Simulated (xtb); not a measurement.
Geometry relaxation, with input and output: C3H5AlF (charge −1) (part 1 of 4)

C3H5AlF, charge −1, SMILES C#[C][AlH2-][CH2]F, computed with GFN1-xTB (xtb 6.7.1).

The geometry comes from this level: GFN2-xTB.

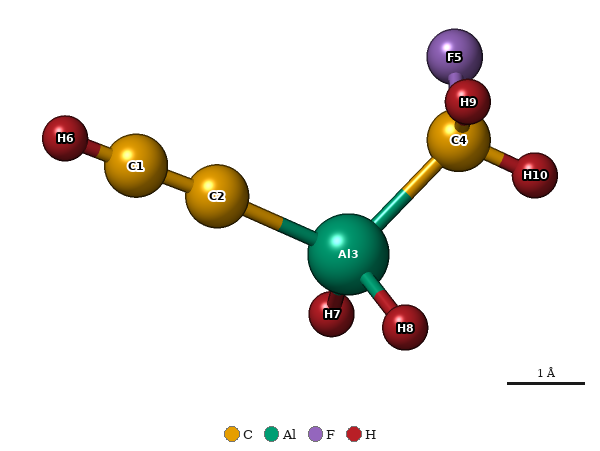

*The starting structure (ball-and-stick view, seen at a tilt; atoms are numbered from 1 in the order of the input). Sticks mark near contacts.*

Bond lengths as drawn: Al–C 2.00 to 2.07 Å, Al–H 1.60 to 1.61 Å, C–C 1.21 Å, C–F 1.42 Å and C–H 1.06 to 1.11 Å.

Input file (geom.xyz):
```
10
start
C     -2.437090    -0.661790     1.318180
C     -1.356360    -0.671970     0.771380
Al     0.440170    -0.788670    -0.101110
C      1.054670     1.081980    -0.748460
F      0.457910     1.819290    -1.801490
H     -3.385520    -0.647350     1.792810
H      0.470850    -1.861630    -1.286790
H      1.606150    -1.092810     0.973460
H      1.023840     1.779800     0.111960
H      2.125370     1.043150    -1.029960
```

Hardware: 1 thread of AMD EPYC 7571, 176 GiB of memory available, shared host.

Command:
```bash
xtb geom.xyz -c -1 --uhf 0 --ohess vtight --gfn 1 > run.log
```

The program's output:
```
* xtb version 6.7.1
   ID    Z sym.   atoms
    1    6 C      1, 2, 4
    2   13 Al     3
    3    9 F      5
    4    1 H      6-10

           -------------------------------------------------
          |                Calculation Setup                |
           -------------------------------------------------

          program call               : xtb geom.xyz -c -1 --uhf 0 --ohess vtight --gfn 1
          coordinate file            : geom.xyz
          omp threads                :                     1

           -------------------------------------------------
          |                 G F N 1 - x T B                 |
           -------------------------------------------------

      * Hamiltonian:
        H0-scaling (s, p, d)           1.850000    2.250000    2.000000
        zeta-weighting                 0.000000
      * Dispersion:
        s8                             2.400000
        a1                             0.630000
        a2                             5.000000
        s9                             0.000000
      * Repulsion:
        kExp                           1.500000
        rExp                           1.000000
      * Coulomb:
        alpha                          2.000000
        third order                    atomic
        anisotropic                    false
      * Halogen bond correction:
        rad-scale                      1.300000
        damping                        0.440000

          ...................................................
          :                      SETUP                      :
          :.................................................:
          :  # basis functions                  36          :
          :  # atomic orbitals                  35          :
          :  # shells                           21          :
          :  # electrons                        28          :
          :  # halogen bonds                     0          :
          :  max. iterations                   250          :
          :  Hamiltonian                  GFN1-xTB          :
          :  restarted?                      false          :
          :  GBSA solvation                  false          :
          :  PC potential                    false          :
          :  electronic temp.          300.0000000     K    :
          :  accuracy                    1.0000000          :
          :  -> integral cutoff          0.2500000E+02      :
          :  -> integral neglect         0.1000000E-07      :
          :  -> SCF convergence          0.1000000E-05 Eh   :
          :  -> wf. convergence          0.2000000E-04 e    :
          :  Broyden damping             0.4000000          :
          :  net charge                         -1          :
          :  unpaired electrons                  0          :
          ...................................................

 iter      E             dE          RMSdq      gap      omega  full diag
   1    -15.7215413 -0.157215E+02  0.788E+00    5.51       0.0  T
   2    -15.7932521 -0.717109E-01  0.466E+00    5.39       1.0  T
   3    -15.7940267 -0.774546E-03  0.985E-01    5.17       1.0  T
   4    -15.7950900 -0.106331E-02  0.202E-01    5.21       1.0  T
   5    -15.7952650 -0.174982E-03  0.245E-02    5.25       1.3  T
   6    -15.7952674 -0.244942E-05  0.473E-03    5.26       6.7  T
   7    -15.7952675 -0.607744E-07  0.936E-04    5.25      33.8  T
   8    -15.7952675 -0.553268E-08  0.202E-04    5.26     156.8  T
   9    -15.7952675 -0.772911E-10  0.622E-05    5.26     508.4  T
  10    -15.7952675 -0.628653E-11  0.636E-06    5.26    4975.5  T

   *** convergence criteria satisfied after 10 iterations ***

         #    Occupation            Energy/Eh            Energy/eV
      -------------------------------------------------------------
         1        2.0000           -0.6359638             -17.3055
       ...           ...                  ...                  ...
         8        2.0000           -0.3305954              -8.9960
         9        2.0000           -0.2937539              -7.9935
        10        2.0000           -0.2790076              -7.5922
        11        2.0000           -0.2768095              -7.5324
        12        2.0000           -0.2643219              -7.1926
        13        2.0000           -0.2493895              -6.7862
        14        2.0000           -0.2186995              -5.9511 (HOMO)
        15                         -0.0255672              -0.6957 (LUMO)
        16                         -0.0247203              -0.6727
        17                          0.0480318               1.3070
        18                          0.0518532               1.4110
        19                          0.0752766               2.0484
       ...                                ...                  ...
        35                          1.4487336              39.4220
      -------------------------------------------------------------
                  HL-Gap            0.1931323 Eh            5.2554 eV
             Fermi-level           -0.1221333 Eh           -3.3234 eV

 SCC (total)                   0 d,  0 h,  0 min,  0.020 sec
 SCC setup                      ...        0 min,  0.000 sec (  0.787%)
 Dispersion                     ...        0 min,  0.000 sec (  0.359%)
 classical contributions        ...        0 min,  0.000 sec (  0.482%)
 integral evaluation            ...        0 min,  0.005 sec ( 27.040%)
 iterations                     ...        0 min,  0.005 sec ( 27.554%)
 molecular gradient             ...        0 min,  0.008 sec ( 41.930%)
 printout                       ...        0 min,  0.000 sec (  1.676%)

         :::::::::::::::::::::::::::::::::::::::::::::::::::::
         ::                     SUMMARY                     ::
         :::::::::::::::::::::::::::::::::::::::::::::::::::::
         :: total energy             -15.626527721281 Eh    ::
         :: gradient norm              0.018686528501 Eh/a0 ::
         :: HOMO-LUMO gap              5.255398658324 eV    ::
         ::.................................................::
         :: SCC energy               -15.795267489983 Eh    ::
         :: -> electrostatic           0.117567469994 Eh    ::
         :: repulsion energy           0.171448805194 Eh    ::
         :: dispersion energy         -0.002709036493 Eh    ::
         :: halogen bond corr.         0.000000000000 Eh    ::
         :: add. restraining           0.000000000000 Eh    ::
         :: total charge              -1.000000000000 e     ::
         :::::::::::::::::::::::::::::::::::::::::::::::::::::

      -----------------------------------------------------------
     |                   =====================                   |
     |                        A N C O P T                        |
     |                   =====================                   |
     |               Approximate Normal Coordinate               |
     |                Rational Function Optimizer                |
      -----------------------------------------------------------
      -----------------------------------------------------------
     |                   =====================                   |
     |                        A N C O P T                        |
     |                   =====================                   |
     |               Approximate Normal Coordinate               |
     |                Rational Function Optimizer                |
      -----------------------------------------------------------

          ...................................................
          :                      SETUP                      :
          :.................................................:
          :   optimization level         verytight          :
          :   max. optcycles                   200          :
          :   ANC micro-cycles                  20          :
          :   degrees of freedom                24          :
          :.................................................:
          :   RF solver                   davidson          :
          :   write xtbopt.log                true          :
          :   linear?                        false          :
          :   energy convergence         0.1000000E-06 Eh   :
          :   grad. convergence          0.2000000E-03 Eh/α :
          :   maxmium RF displ.          1.0000000          :
          :   Hlow (freq-cutoff)         0.1000000E-01      :
          :   Hmax (freq-cutoff)         5.0000000          :
          :   S6 in model hess.         20.0000000          :
          ...................................................

generating ANC from exact Hessian ...
Using Lindh-Hessian (1995)
 Shifting diagonal of input Hessian by    1.0233267622635017E-002
 Lowest  eigenvalues of input Hessian
    0.010000    0.000000    0.000000    0.000000    0.000000    0.000000
    0.000000    0.010401    0.011185    0.012141    0.013043    0.014381
    0.016379    0.017007    0.027242    0.030391    0.051750    0.081104
 Highest eigenvalues
    0.527265    0.693060    0.785652    0.962892    1.228032    2.278014

........................................................................
.............................. CYCLE    1 ..............................
........................................................................

 iter      E             dE          RMSdq      gap      omega  full diag
   1    -15.7952675 -0.157953E+02  0.201E-06    5.26       0.0  T
   2    -15.7952675  0.355271E-14  0.645E-07    5.26   49012.7  T
   3    -15.7952675 -0.106581E-13  0.352E-07    5.26   89884.4  T
     SCC iter.                  ...        0 min,  0.002 sec
     gradient                   ...        0 min,  0.008 sec
 * total energy  :   -15.6265277 Eh     change       -0.1882938E-12 Eh
   gradient norm :     0.0186845 Eh/α   predicted     0.0000000E+00 (-100.00%)
   displ. norm   :     0.3681651 α      lambda       -0.3471349E-02
   maximum displ.:     0.2634899 α      in ANC's #6, #7, #9, ...

........................................................................
.............................. CYCLE    2 ..............................
........................................................................

 iter      E             dE          RMSdq      gap      omega  full diag
   1    -15.7928131 -0.157928E+02  0.101E-01    5.42       0.0  T
   2    -15.7929681 -0.154964E-03  0.274E-02    5.56       1.2  T
   3    -15.7929717 -0.367693E-05  0.127E-02    5.57       2.5  T
   4    -15.7929722 -0.481556E-06  0.476E-03    5.58       6.6  T
   5    -15.7929722 -0.181754E-07  0.180E-03    5.58      17.5  T
   6    -15.7929722 -0.513063E-08  0.480E-04    5.58      65.9  T
   7    -15.7929722 -0.280359E-09  0.353E-05    5.58     894.8  T
   8    -15.7929722 -0.595257E-11  0.442E-06    5.58    7147.0  T
     SCC iter.                  ...        0 min,  0.004 sec
     gradient                   ...        0 min,  0.008 sec
 * total energy  :   -15.6279172 Eh     change       -0.1389472E-02 Eh
   gradient norm :     0.0075548 Eh/α   predicted    -0.1970952E-02 (  41.85%)
   displ. norm   :     0.1627852 α      lambda       -0.7549789E-03
   maximum displ.:     0.0832931 α      in ANC's #5, #10, #6, ...

........................................................................
.............................. CYCLE    3 ..............................
........................................................................

 iter      E             dE          RMSdq      gap      omega  full diag
   1    -15.7939678 -0.157940E+02  0.310E-02    5.58       0.0  T
   2    -15.7939721 -0.430483E-05  0.182E-02    5.56       1.7  T
   3    -15.7939723 -0.171152E-06  0.863E-03    5.55       3.7  T
   4    -15.7939723 -0.181880E-07  0.153E-03    5.55      20.7  T
   5    -15.7939723 -0.640857E-08  0.609E-04    5.55      51.9  T
   6    -15.7939723 -0.118987E-08  0.585E-05    5.55     540.1  T
   7    -15.7939723 -0.146407E-10  0.441E-06    5.55    7171.8  T
     SCC iter.                  ...        0 min,  0.003 sec
     gradient                   ...        0 min,  0.007 sec
 * total energy  :   -15.6283875 Eh     change       -0.4703200E-03 Eh
   gradient norm :     0.0041153 Eh/α   predicted    -0.3874932E-03 ( -17.61%)
   displ. norm   :     0.2268967 α      lambda       -0.5578908E-03
   maximum displ.:     0.1429209 α      in ANC's #5, #10, #1, ...

........................................................................
.............................. CYCLE    4 ..............................
........................................................................

 iter      E             dE          RMSdq      gap      omega  full diag
   1    -15.7953988 -0.157954E+02  0.348E-02    5.58       0.0  T
   2    -15.7954045 -0.566907E-05  0.202E-02    5.56       1.6  T
   3    -15.7954047 -0.246885E-06  0.912E-03    5.55       3.5  T
   4    -15.7954048 -0.150248E-07  0.200E-03    5.55      15.8  T
   5    -15.7954048 -0.931878E-08  0.645E-04    5.55      49.0  T
   6    -15.7954048 -0.125030E-08  0.683E-05    5.55     462.9  T
   7    -15.7954048 -0.143032E-10  0.365E-06    5.55    8673.8  T
     SCC iter.                  ...        0 min,  0.003 sec
     gradient                   ...        0 min,  0.008 sec
 * total energy  :   -15.6285288 Eh     change       -0.1412488E-03 Eh
   gradient norm :     0.0077361 Eh/α   predicted    -0.2933096E-03 ( 107.65%)
   displ. norm   :     0.1053101 α      lambda       -0.2770161E-03
   maximum displ.:     0.0588894 α      in ANC's #5, #3, #8, ...

........................................................................
.............................. CYCLE    5 ..............................
........................................................................

 iter      E             dE          RMSdq      gap      omega  full diag
   1    -15.7954960 -0.157955E+02  0.143E-02    5.57       0.0  T
   2    -15.7954970 -0.977075E-06  0.616E-03    5.58       5.1  T
   3    -15.7954970 -0.770283E-07  0.191E-03    5.58      16.5  T
   4    -15.7954970 -0.136494E-08  0.627E-04    5.58      50.4  T
   5    -15.7954970 -0.747068E-09  0.127E-04    5.58     250.0  T
   6    -15.7954970 -0.408242E-10  0.152E-05    5.58    2083.9  T
     SCC iter.                  ...        0 min,  0.002 sec
     gradient                   ...        0 min,  0.008 sec
 * total energy  :   -15.6286949 Eh     change       -0.1660892E-03 Eh
   gradient norm :     0.0058379 Eh/α   predicted    -0.1400432E-03 ( -15.68%)
   displ. norm   :     0.0573162 α      lambda       -0.7978992E-04
   maximum displ.:     0.0303388 α      in ANC's #3, #10, #6, ...

........................................................................
.............................. CYCLE    6 ..............................
........................................................................

 iter      E             dE          RMSdq      gap      omega  full diag
   1    -15.7954683 -0.157955E+02  0.105E-02    5.57       0.0  T
   2    -15.7954687 -0.398188E-06  0.474E-03    5.57       6.7  T
   3    -15.7954687 -0.258547E-07  0.215E-03    5.57      14.7  T
   4    -15.7954687 -0.870006E-09  0.581E-04    5.57      54.5  T
   5    -15.7954687 -0.109899E-08  0.442E-05    5.57     714.8  T
   6    -15.7954687 -0.169820E-10  0.121E-05    5.57    2605.2  T
     SCC iter.                  ...        0 min,  0.002 sec
     gradient                   ...        0 min,  0.008 sec
 * total energy  :   -15.6287499 Eh     change       -0.5502208E-04 Eh
   gradient norm :     0.0033249 Eh/α   predicted    -0.4002527E-04 ( -27.26%)
   displ. norm   :     0.0930821 α      lambda       -0.5808441E-04
   maximum displ.:     0.0577773 α      in ANC's #5, #3, #10, ...

........................................................................
.............................. CYCLE    7 ..............................
........................................................................

 iter      E             dE          RMSdq      gap      omega  full diag
   1    -15.7956732 -0.157957E+02  0.129E-02    5.57       0.0  T
   2    -15.7956742 -0.962321E-06  0.452E-03    5.57       7.0  T
   3    -15.7956742 -0.316621E-07  0.231E-03    5.57      13.7  T
   4    -15.7956742 -0.208440E-08  0.753E-04    5.57      42.0  T
   5    -15.7956742 -0.488964E-09  0.204E-04    5.57     155.2  T
   6    -15.7956742 -0.148960E-09  0.213E-05    5.57    1483.2  T
   7    -15.7956742 -0.197176E-11  0.110E-06    5.57   28786.4  T
     SCC iter.                  ...        0 min,  0.003 sec
     gradient                   ...        0 min,  0.007 sec
 * total energy  :   -15.6287852 Eh     change       -0.3532855E-04 Eh
   gradient norm :     0.0024553 Eh/α   predicted    -0.2929260E-04 ( -17.09%)
   displ. norm   :     0.0509034 α      lambda       -0.2298694E-04
   maximum displ.:     0.0267953 α      in ANC's #3, #10, #4, ...
```
